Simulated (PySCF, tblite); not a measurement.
# C5H12S2Si: geometry, infrared bands and NMR shifts

Wanted: the infrared bands and NMR shifts of C5H12S2Si (`CC(C)S[C@@H]1C[Si@H]1S`), by calculation.

The runs use tblite 0.8.0 and PySCF 2.14.0, with density-fitted response routines of our own; the level of theory stands in each step. All values are computed, except where a source is named. Atoms are numbered from 0 throughout.

### Step 1. The molecule as given

20 atoms, charge 0, multiplicity 1; geometry from: force field or distance geometry start.

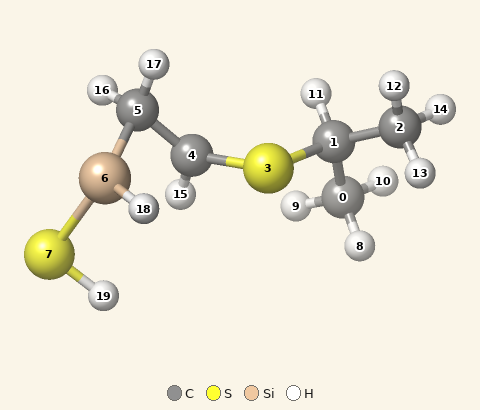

The starting geometry (carbon grey, sulfur yellow, silicon light orange, hydrogen white), atoms numbered.

### Step 2. Relaxing the molecule with GFN2-xTB

The job: settings as JSON, then the geometry in Å.

```
{"job": {"kind": "relax", "xc": "GFN2-xTB", "basis": "xTB"}, "charge": 0, "multiplicity": 1}
C     -1.870700    -0.842100    -0.993500
C     -1.562600     0.352200    -0.100100
C     -2.438900     1.536900    -0.420800
S      0.191200     0.850400    -0.297800
C      1.004900    -0.437700     0.619600
C      1.883100    -0.121200     1.737600
Si     3.210600     0.164800     0.602400
S      4.072700    -1.630100    -0.193400
H     -1.709000    -0.607100    -2.049000
H     -1.279000    -1.717000    -0.732800
H     -2.933200    -1.130100    -0.882000
H     -1.725500     0.064100     0.957700
H     -2.243600     2.392700     0.243900
H     -2.317200     1.867300    -1.465000
H     -3.506500     1.286300    -0.286800
H      1.093000    -1.386900     0.114600
H      2.043100    -0.930700     2.456200
H      1.594600     0.728700     2.354400
H      3.195400     1.258200    -0.387800
H      3.292300    -1.688100    -1.280400
```

Started as:

```bash
$ OMP_NUM_THREADS=1 python probes_run.py task.json out
```

This one command runs all jobs of the session in turn.

The log of the run:

```text
step      E/eV     max force
  0    -679.39307    4.120
  1    -679.63262    1.069
  2    -679.67652    0.817
  3    -679.72602    0.800
  4    -679.78307    0.928
  5    -679.87183    1.485
  6    -679.95560    1.461
  7    -680.10049    1.234
  8    -680.16320    1.668
  9    -680.22178    0.704
 10    -680.25267    0.565
 11    -680.30659    0.528
 12    -680.32715    0.499
 13    -680.36267    0.388
 14    -680.37932    0.321
 15    -680.40158    0.458
 16    -680.42013    0.437
 17    -680.44142    0.290
 18    -680.45351    0.244
 19    -680.45995    0.227
 20    -680.46473    0.283
 21    -680.46993    0.258
 22    -680.47490    0.192
 23    -680.47962    0.202
 24    -680.48408    0.170
 25    -680.48838    0.173
 26    -680.49248    0.156
 27    -680.49641    0.165
 28    -680.50010    0.186
 29    -680.50353    0.168
 30    -680.50665    0.136
 31    -680.50957    0.131
 32    -680.51259    0.130
 33    -680.51546    0.140
 34    -680.51741    0.100
 35    -680.51857    0.092
 36    -680.51946    0.079
 37    -680.52077    0.099
 38    -680.52296    0.139
 39    -680.52607    0.148
 40    -680.52929    0.127
 41    -680.53182    0.117
 42    -680.53394    0.124
 43    -680.53596    0.143
 44    -680.53767    0.103
 45    -680.53901    0.090
 46    -680.54015    0.075
 47    -680.54125    0.088
 48    -680.54235    0.084
 49    -680.54334    0.071
 50    -680.54422    0.081
 51    -680.54516    0.090
 52    -680.54637    0.112
 53    -680.54770    0.093
 54    -680.54883    0.085
 55    -680.54969    0.060
 56    -680.55042    0.089
 57    -680.55118    0.098
 58    -680.55205    0.107
 59    -680.55294    0.089
 60    -680.55379    0.109
 61    -680.55469    0.113
 62    -680.55577    0.088
 63    -680.55712    0.088
 64    -680.55802    0.064
 65    -680.55893    0.076
 66    -680.55980    0.080
 67    -680.56094    0.108
 68    -680.56236    0.096
 69    -680.56392    0.102
 70    -680.56544    0.104
 71    -680.56693    0.088
 72    -680.56850    0.137
 73    -680.56987    0.092
 74    -680.57089    0.072
 75    -680.57162    0.078
 76    -680.57251    0.073
 77    -680.57367    0.088
 78    -680.57504    0.076
 79    -680.57614    0.060
 80    -680.57686    0.055
 81    -680.57740    0.058
 82    -680.57797    0.060
 83    -680.57857    0.057
 84    -680.57924    0.067
 85    -680.58004    0.074
 86    -680.58113    0.099
 87    -680.58235    0.089
 88    -680.58326    0.051
 89    -680.58372    0.041
 90    -680.58403    0.043
 91    -680.58432    0.039
 92    -680.58471    0.040
 93    -680.58515    0.044
 94    -680.58561    0.051
 95    -680.58616    0.059
 96    -680.58688    0.063
 97    -680.58771    0.060
 98    -680.58844    0.054
 99    -680.58893    0.055
100    -680.58932    0.056
101    -680.58973    0.045
102    -680.59014    0.051
103    -680.59048    0.046
104    -680.59073    0.031
105    -680.59096    0.033
106    -680.59120    0.034
107    -680.59146    0.031
108    -680.59167    0.035
109    -680.59182    0.028
110    -680.59197    0.027
111    -680.59215    0.033
112    -680.59237    0.027
113    -680.59257    0.030
114    -680.59274    0.030
115    -680.59290    0.027
116    -680.59310    0.033
117    -680.59331    0.035
118    -680.59352    0.030
119    -680.59368    0.026
120    -680.59384    0.026
121    -680.59398    0.023
122    -680.59408    0.015
123    -680.59413    0.013
124    -680.59415    0.012
125    -680.59417    0.010
```

Run time: 2.3 s. Hardware: 1 thread of Arm Neoverse N1, shared host; peak memory 0.18 GiB.

Step by step: (not every step is listed)

```
step  energy from step 0 (eV)  largest force (eV/Å)
   0                   0.0000                4.1202
   1                  -0.2396                1.0688
   2                  -0.2835                0.8173
   3                  -0.3329                0.7998
   4                  -0.3900                0.9281
   5                  -0.4788                1.4850
   6                  -0.5625                1.4609
   7                  -0.7074                1.2337
   8                  -0.7701                1.6678
  19                  -1.0669                0.2272
  30                  -1.1136                0.1356
  41                  -1.1388                0.1172
  52                  -1.1533                0.1120
  63                  -1.1641                0.0876
  74                  -1.1778                0.0722
  85                  -1.1870                0.0742
  96                  -1.1938                0.0628
 107                  -1.1984                0.0307
 118                  -1.2005                0.0297
 120                  -1.2008                0.0262
 121                  -1.2009                0.0233
 122                  -1.2010                0.0150
 123                  -1.2011                0.0135
 124                  -1.2011                0.0122
 125                  -1.2011                0.0103
```

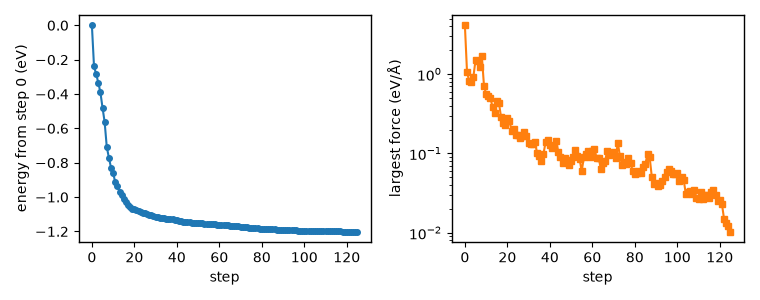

Energy and largest force along the relaxation.

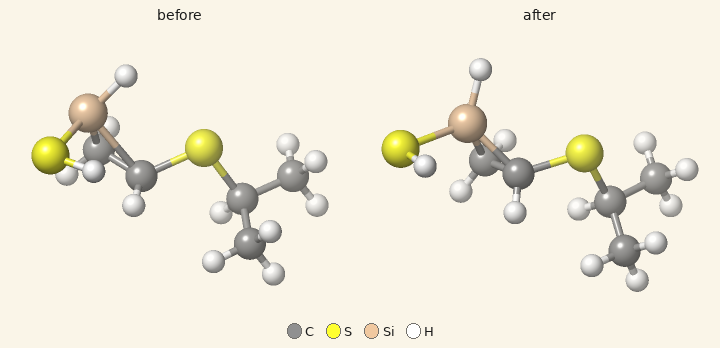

The geometry before (left) and after (right).

Close pairs (by a distance rule), those that changed most:

```
   bond  before (Å)  after (Å)  change (Å)
 C4–Si6       2.287      1.886      -0.401
 C5–Si6       1.770      1.879      +0.109
  C4–C5       1.456      1.539      +0.083
Si6–H18       1.475      1.443      -0.032
 C0–H10       1.106      1.089      -0.018
 C2–H14       1.105      1.089      -0.016
  C1–S3       1.834      1.850      +0.016
 C1–H11       1.108      1.093      -0.015
```

The end geometry stands in the next job.

### Step 3. Harmonic vibrations with GFN2-xTB

The job: settings as JSON, then the geometry in Å.

```
{"job": {"kind": "ir", "xc": "GFN2-xTB", "basis": "xTB"}, "charge": 0, "multiplicity": 1}
C     -2.050873    -0.826395    -0.948999
C     -1.462079     0.325068    -0.152274
C     -2.362976     1.548145    -0.165398
S      0.185663     0.796489    -0.848218
C      1.222588    -0.393330     0.002136
C      1.507123    -0.112047     1.488492
Si     3.006890     0.090959     0.374598
S      4.434916    -1.506317     0.385908
H     -2.244739    -0.510541    -1.971873
H     -1.366517    -1.672068    -0.974512
H     -2.986431    -1.154421    -0.499073
H     -1.259103     0.017285     0.877119
H     -1.909950     2.364510     0.392507
H     -2.529236     1.881483    -1.187496
H     -3.324644     1.307554     0.284601
H      0.951396    -1.410928    -0.255141
H      1.406738    -0.957822     2.156941
H      1.030191     0.773709     1.885099
H      3.539642     1.379350     0.001229
H      4.206254    -1.930003    -0.848683
```

The log of the run:

```text
mode    cm-1     km/mol
  1      38.4      0.02
  2      39.7      0.30
  3      70.2     13.73
  4      86.7     12.93
  5     111.9     28.74
  6     151.9      7.30
  7     180.1      1.17
  8     191.5      0.01
  9     219.5      0.17
 10     289.7      3.02
 11     320.4      2.56
 12     337.7      1.84
 13     424.5      6.41
 14     452.0     40.49
 15     503.7     52.07
 16     589.4    164.45
 17     631.8      6.22
 18     657.2      5.34
 19     705.6     11.92
 20     725.5     69.00
 21     747.7     54.12
 22     775.2     32.69
 23     911.7     20.43
 24     931.2      0.65
 25     945.2      0.24
 26     976.6      0.12
 27    1021.2     31.10
 28    1046.9      5.74
 29    1066.5     27.20
 30    1085.1     32.83
 31    1144.1      2.35
 32    1165.6     21.78
 33    1185.8      8.89
 34    1236.6     27.56
 35    1300.3      5.05
 36    1404.1      9.27
 37    1414.9      7.23
 38    1415.9      3.24
 39    1483.5      2.52
 40    1489.0      0.70
 41    1492.9      4.11
 42    1500.4      2.59
 43    2422.8    179.35
 44    2456.6     83.53
 45    2938.2     18.90
 46    2995.3     15.76
 47    3014.6      3.67
 48    3019.8     81.85
 49    3028.4     21.77
 50    3034.4      9.60
 51    3038.3     32.32
 52    3040.0     14.37
 53    3043.5      8.49
 54    3067.8     19.82
```

Wall time 1.8 s (1 thread of Arm Neoverse N1, shared host); peak memory 0.18 GiB.

Which atoms move in the most intense modes:

```
cm⁻¹  km/mol                                  atoms
 452    40.5                               H18 71 %
 504    52.1                      S7 42 %, Si6 40 %
 589   164.4                               H18 93 %
 726    69.0  H19 34 %, H16 23 %, C5 13 %, H17 12 %
 748    54.1             Si6 40 %, C5 24 %, C4 23 %
2423   179.3                               H18 96 %
2457    83.5                               H19 96 %
3020    81.8                     H14 62 %, H10 29 %
```

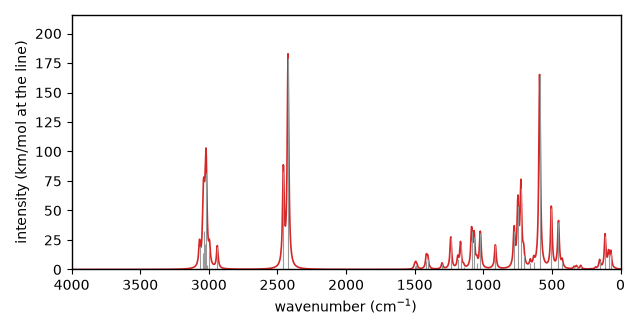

The infrared spectrum from these modes, unscaled. Lines are broadened to a width of 14 cm⁻¹ (Lorentzian).

### Step 4. Shielding tensors: PBE0/pcSseg-1

Same as in step 3 but for these lines:

```diff
@@ -1,2 +1,2 @@
-{"job": {"kind": "ir", "xc": "GFN2-xTB", "basis": "xTB"}, "charge": 0, "multiplicity": 1}
+{"job": {"kind": "nmr", "xc": "PBE0", "basis": "pcSseg-1"}, "charge": 0, "multiplicity": 1}
 C     -2.050873    -0.826395    -0.948999
```

Level: GIAO PBE0/pcSseg-1 NMR shielding, non-relativistic, gas phase.

The log of the run:

```text
coarse grid: 17744 points
cycle   1  E = -1282.7933708967  dE =  7.804e-01  |g| = 4.674e-01  |ddm| = 4.092e+00
cycle   2  E = -1282.7700558383  dE =  2.332e-02  |g| = 5.614e-01  |ddm| = 1.113e+00
cycle   3  E = -1282.8552201216  dE = -8.516e-02  |g| = 8.589e-02  |ddm| = 6.579e-01
cycle   4  E = -1282.8570596172  dE = -1.839e-03  |g| = 3.492e-02  |ddm| = 1.473e-01
cycle   5  E = -1282.8573492299  dE = -2.896e-04  |g| = 7.554e-03  |ddm| = 4.040e-02
cycle   6  E = -1282.8573625392  dE = -1.331e-05  |g| = 3.467e-03  |ddm| = 1.313e-02
cycle   7  E = -1282.8573654569  dE = -2.918e-06  |g| = 6.948e-04  |ddm| = 3.675e-03
final grid: 155928 points
cycle   8  E = -1282.9101229471  dE = -3.757e-05  |g| = 1.024e-02  |ddm| = 3.210e-02
cycle   9  E = -1282.9100977702  dE =  2.518e-05  |g| = 1.400e-02  |ddm| = 2.337e-02
cycle  10  E = -1282.9101488119  dE = -5.104e-05  |g| = 1.517e-03  |ddm| = 1.532e-02
cycle  11  E = -1282.9101494199  dE = -6.080e-07  |g| = 2.604e-04  |ddm| = 1.929e-03
cycle  12  E = -1282.9101494349  dE = -1.499e-08  |g| = 1.041e-04  |ddm| = 3.393e-04
cycle  13  E = -1282.9101494375  dE = -2.591e-09  |g| = 3.082e-05  |ddm| = 1.378e-04
cycle  14  E = -1282.9101494377  dE = -2.485e-10  |g| = 4.278e-06  |ddm| = 3.628e-05
converged SCF energy = -1282.9101494377

GIAO shielding tensors (ppm)
atom      isotropic    diamagn.    paramagn.     s11        s22        s33       span
  0 C      161.289     248.680     -87.391    141.110    158.407    184.351     43.241
  1 C      141.079     251.613    -110.534    119.909    138.244    165.084     45.174
  2 C      161.815     247.221     -85.406    140.698    157.580    187.167     46.468
  3 S      412.917    1059.875    -646.958    287.315    351.506    599.929    312.613
  4 C      163.477     255.257     -91.780    130.056    156.790    203.586     73.530
  5 C      168.175     255.456     -87.281    132.410    168.041    204.074     71.664
  6 Si     442.829     881.095    -438.266    330.285    346.998    651.204    320.920
  7 S      757.882    1056.354    -298.471    674.715    712.718    886.214    211.499
  8 H       30.538      31.291      -0.753     27.372     28.269     35.974      8.602
  9 H       29.934      32.197      -2.263     24.667     30.259     34.876     10.209
 10 H       30.407      30.419      -0.012     25.698     27.383     38.139     12.441
 11 H       28.999      35.595      -6.595     24.531     30.187     32.281      7.750
 12 H       30.316      30.499      -0.184     25.084     29.212     36.651     11.566
 13 H       30.695      30.462       0.233     26.984     28.626     36.475      9.491
 14 H       30.370      29.270       1.100     25.815     27.322     37.974     12.159
 15 H       29.241      34.443      -5.202     21.981     29.880     35.862     13.881
 16 H       30.107      31.468      -1.360     25.349     26.287     38.686     13.337
 17 H       30.923      32.516      -1.593     25.442     29.224     38.103     12.661
 18 H       27.699      30.276      -2.577     20.907     26.992     35.198     14.290
 19 H       30.843      30.566       0.277     21.984     28.451     42.092     20.108
```

Wall time 84 s (1 thread of Arm Neoverse N1, shared host); peak memory 1.1 GiB.

The references, computed at this level on geometries of the same kind, shield at (ppm): 1H TMS 31.72, 13C TMS 186.9, 29Si TMS 349.2, 33S CS2 504. Their shielding less the atom's gives the shift. The references are single molecules in the gas phase. Atoms listed in one row are averaged.

```
        atoms                                                   environment  σ (ppm)  δ (ppm)  δ scaled to CDCl3
           C1                                            sp3 CH bonded to S    141.1     45.8               38.4
           C0                                                 methyl carbon    161.3     25.6               23.1
           C2                                                 methyl carbon    161.8     25.1               22.6
           C4                                    three-membered-ring carbon    163.5     23.4               16.6
           C5                                    three-membered-ring carbon    168.2     18.7               16.4
          H18  hydrogen on a silicon bonded to 2 C, S, in a 3-membered ring    27.70     4.02                  –
          H11                             hydrogen on an sp3 CH bonded to S    29.00     2.72               2.67
          H15                      hydrogen on a three-membered-ring carbon    29.24     2.48               2.44
          H16                      hydrogen on a three-membered-ring carbon    30.11     1.61               1.62
  H8, H9, H10                                   hydrogen on a methyl carbon    30.29     1.42               1.45
H12, H13, H14                                   hydrogen on a methyl carbon    30.46     1.26               1.29
          H19                             hydrogen on a sulfur bonded to Si    30.84     0.87                  –
          H17                      hydrogen on a three-membered-ring carbon    30.92     0.79               0.85
           S3                                                sulfide sulfur      413       91                  –
           S7                                        sulfur bonded to Si, H      758     -254                  –
          Si6             silicon bonded to 2 C, S, H, in a 3-membered ring    442.8    -93.7                  –
```

The scaled column applies a straight-line fit of computed shieldings to shifts measured in CDCl3, with any fitted terms for Cl, Br or S neighbours (root-mean-square error 0.16 ppm for H, 1.9 ppm for C).

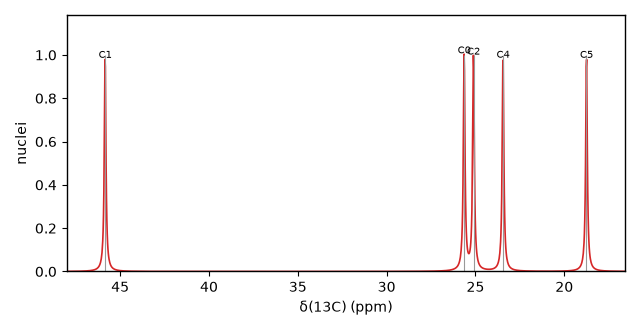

13C lines at the computed shifts, without couplings. Lines are broadened to a width of 0.11 ppm (Lorentzian).

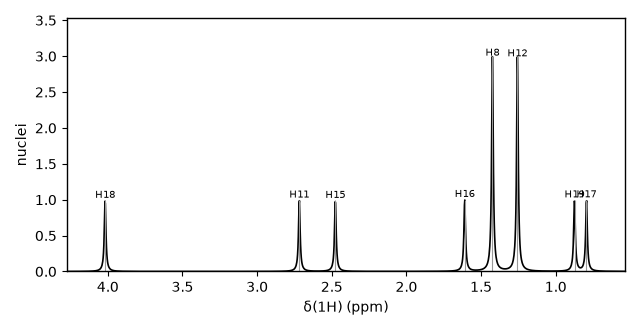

1H lines at the computed shifts, without couplings. Lines are broadened to a width of 0.01 ppm (Lorentzian).

The run also stored atomic charges by several schemes (e):

```
atoms  Mulliken    IAO  Hirshfeld  ESP fit
   C0     -0.19  -0.42      -0.13    -0.71
   C1     -0.47  -0.16      -0.02     0.54
   C2     -0.20  -0.42      -0.12    -0.60
   S3      0.06   0.06       0.00    -0.30
   C4     -0.55  -0.46      -0.13    -0.26
   C5     -0.39  -0.52      -0.17    -0.34
  Si6      0.59   0.72       0.30     0.37
   S7     -0.35  -0.29      -0.13    -0.35
```

Mulliken charges:

C0 -0.19; C1 -0.47; C2 -0.20; S3 0.06; C4 -0.55; C5 -0.39; Si6 0.59; S7 -0.35; H8 0.12; H9 0.12; H10 0.11; H11 0.16; H12 0.12; H13 0.12; H14 0.12; H15 0.18; H16 0.16; H17 0.16; H18 -0.01; H19 0.16

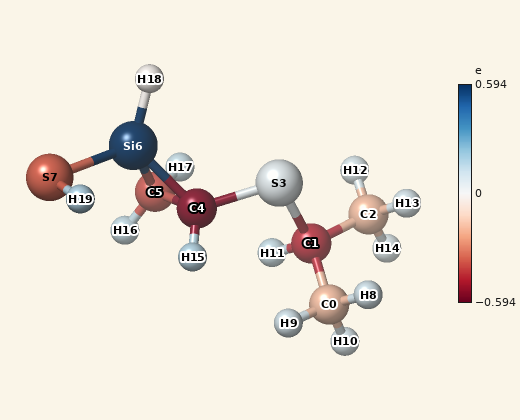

Mulliken charges, as colours on the atoms.

Mayer bond orders: C0–C1 1.00, C1–C2 1.02, C1–S3 0.96, S3–C4 1.02, C4–C5 0.85, C5–Si6 0.96, Si6–S7 1.09, Si6–C4 0.88.

Ring of atoms C4, C5, Si6: NICS(0) -25.8, NICS(1) -7.5, NICS(1)zz -14.9 ppm (means of both faces).

In rings of three or four atoms NICS is ruled by the nearby σ bonds, so it says little on aromaticity.

### Step 5. Results

| quantity | value |
| --- | --- |
| strongest single infrared mode (GFN2-xTB) | 2423 cm⁻¹, 179 km/mol |
| zero-point energy (GFN2-xTB) | 96.6 kcal/mol |
| 13C shifts against TMS (PBE0/pcSseg-1) | 45.8, 25.6, 25.1, 23.4, 18.7 ppm |
| 1H shifts against TMS (PBE0/pcSseg-1, means over atoms taken as alike) | 4.02, 2.72, 2.48, 1.61, 1.42, 1.26, 0.87, 0.79 ppm |
| 33S shifts against CS2 (PBE0/pcSseg-1) | 91, -254 ppm |
| 29Si shifts against TMS (PBE0/pcSseg-1) | -93.7 ppm |

Over 125 steps the energy fell by 1.201 eV; of the close pairs, C4–Si6 changed most, 2.287 to 1.886 Å. No mode is imaginary among the 54: a minimum at this level. The strongest single mode, at 2423 cm⁻¹, moves mainly H18. GFN2-xTB is a fitted tight-binding method: band positions and strengths are rough. Its intensities can rank the bands wrongly.
